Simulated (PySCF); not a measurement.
# BF3: the cost of one run

Programs: PySCF 2.14.0, with routines of our own; each step states its level. All values are computed. Atoms count from 0.

### 1 The starting structure

4 atoms, charge 0, multiplicity 1; geometry from: GFN2-xTB.

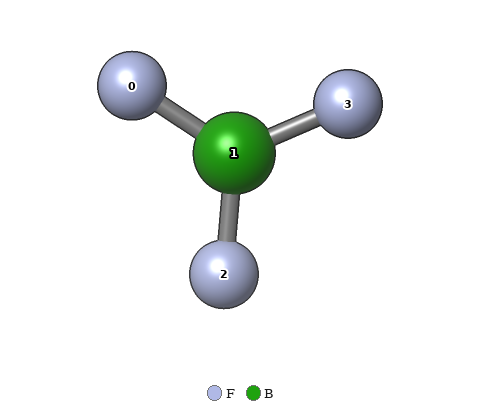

The starting geometry (fluorine light blue, boron green).

### 2 Optimising the geometry at PBE0-D3(BJ)/def2-SVP

Job settings and geometry (Å):

```
{"job": {"xc": "PBE0", "basis": "def2-SVP", "d3": "d3bj", "grid": 1, "maxiter": 30, "shake": 0.01, "kind": "geom"}, "charge": 0, "multiplicity": 1}
F     -1.085180    -0.586440     0.704390
B     -0.003080    -0.003230     0.314550
F      1.124770    -0.476420     0.708250
F      0.001480     1.040720    -0.470640
```

Launch:

```sh
> OMP_NUM_THREADS=1 python heavy_run.py task.json out
```

This one command runs all jobs of the session in turn.

Q: Estimate the wall time and peak memory of this first job on 1 thread of Arm Neoverse V1, shared host.

About 9.1 s, with a peak of 0.28 GiB.
